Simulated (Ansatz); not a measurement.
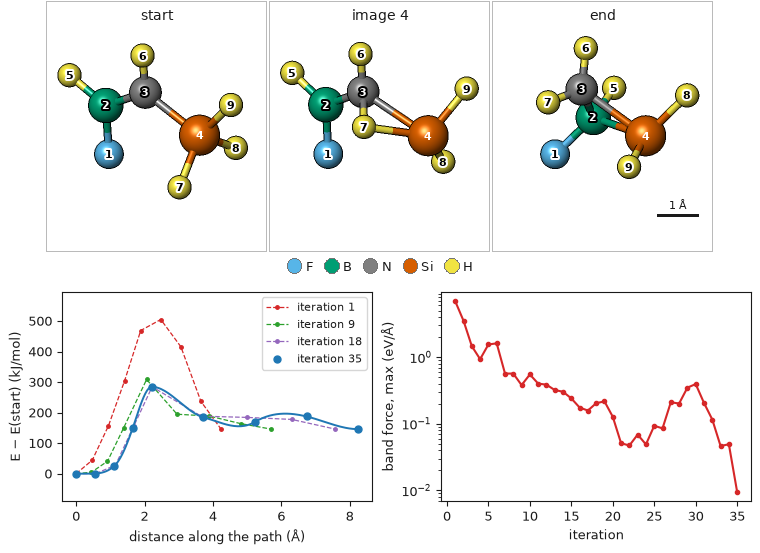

A search for the minimum-energy path of BSiNH$_{5}$F by the nudged elastic band. Images are numbered from 0 (start) to 8 (end). The plot follows the band through its iterations. Style: ball-and-stick. Shown at a tilt.

Computed with Ansatz 0.2.0, RKS PBE-D4/6-31G*. Run with 7 movable images; climbing image; force threshold 0.03 eV/Å; iteration limit 60; spring constant 0.1 eV/Å²; starting path through a guess of the saddle point.

Did the band converge, and can the barrier be trusted?

The run is converged, with reservations. The band converged in 35 iterations. The largest component of the band force went from 6.9 to 0.0095 eV/Å. The climbing image converged on the top of the path. Its curvatures weren't checked. The spring constant is far from the usual few eV/Å², which spoils the spacing or the steps. The first iteration put the highest image at 504.8 kJ/mol. Forward barrier 284.5 kJ/mol, backward barrier 138.6 kJ/mol, with image 4 at the top; the reaction energy is +145.9 kJ/mol. The profile has 2 maxima (images 4, 7) with a dip at image 6 (+169.6 kJ/mol), so the process runs in steps.
